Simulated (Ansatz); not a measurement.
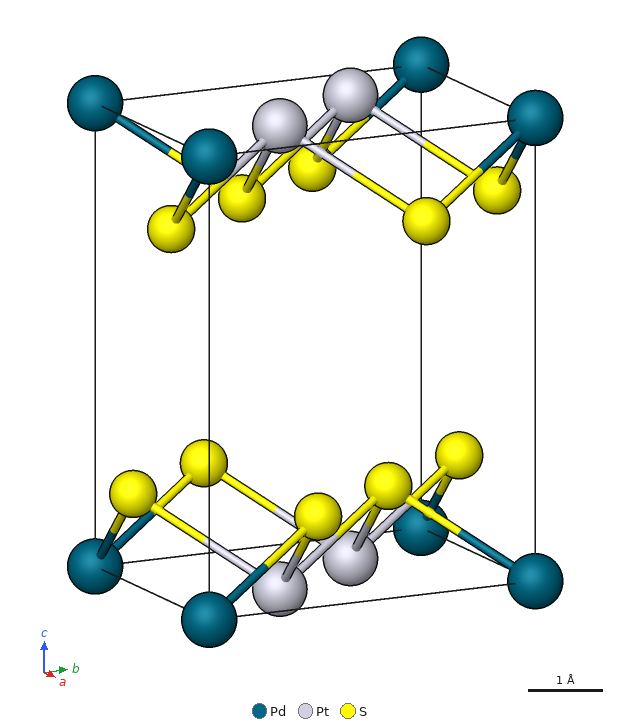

Structure drawing (ball-and-stick), viewed slightly off an axis. The parallelepiped is the simulation cell.

Input used:
```yaml
crystal:
  lattice:
    - [6.1846191769, 0.0, 0.0]
    - [-3.0923095885, 5.35603732, 0.0]
    - [0.0, 0.0, 6.3169112]
  atoms:
    - { symbol: Pd, position: [0.0, 0.0, 0.0] }
    - { symbol: Pt, position: [0.6666666667, 0.3333333333, 0.0] }
    - { symbol: Pt, position: [0.3333333333, 0.6666666667, 0.0] }
    - { symbol: S, position: [0.0, 0.333765, 0.1949] }
    - { symbol: S, position: [0.666235, 0.666235, 0.1949] }
    - { symbol: S, position: [0.333765, 0.0, 0.1949] }
    - { symbol: S, position: [0.333765, 0.333765, 0.8051] }
    - { symbol: S, position: [0.0, 0.666235, 0.8051] }
    - { symbol: S, position: [0.666235, 0.0, 0.8051] }
basis:
  ecutwfc: 420
kpoints:
  mp_grid: { grid: [6, 6, 4] }
  band_path:
    path:
      - [[0.0, 0.0, 0.0], [0.5, 0.0, 0.0], [0.33333333, 0.33333333, 0.0], [0.0, 0.0, 0.0], [0.0, 0.0, 0.5], [0.5, 0.0, 0.5], [0.33333333, 0.33333333, 0.5], [0.0, 0.0, 0.5]]
      - [[0.5, 0.0, 0.5], [0.5, 0.0, 0.0]]
      - [[0.33333333, 0.33333333, 0.5], [0.33333333, 0.33333333, 0.0], [0.33333333, 0.33333333, -0.5]]
    npoints: 14
hamiltonian:
  xc: pbe
scf:
  occupations: { method: gaussian, width: 0.02 }
  n_extra_bands: 22
output:
  forces: true
  stress: true
  eigenvalues: true
  populations: true
  dos: { projected: true, de: 0.02, nscf_kmesh: { grid: [9, 9, 6] } }
  bader: true
  write_density: true
  write_potential: true
  elf: true
  volumetric_format: npy
```
Run as:
```sh
ansatz run input.yaml --threads 4 --pin off --max-ram 8192MiB --backend cpu --events-out ev --progress --plain --runs-dir out
```

Run with DFT PBE, scalar-relativistic, plane waves, PAW (Ansatz) and these settings: a cutoff energy of 420 eV, k-points on a 6×6×4 grid, Gaussian smearing of 0.02 eV, no spin polarisation.

### What net charge does each kind of atom have (Bader)?

Pd +0.52 e; Pt +0.48 e; S -0.25 e.

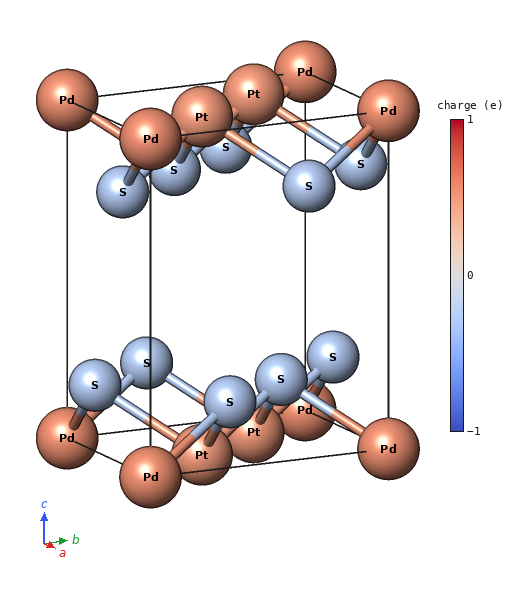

The atoms coloured by those charges.

Provenance: a structure type filled with these elements by a generator (whether the compound takes this form wasn't checked). Earlier steps of the study, as a rule a relaxation of our own, may have changed the cell and positions, so they can lie some per cent off the listed ones. Ansatz was used for an electronic-structure calculation on it.
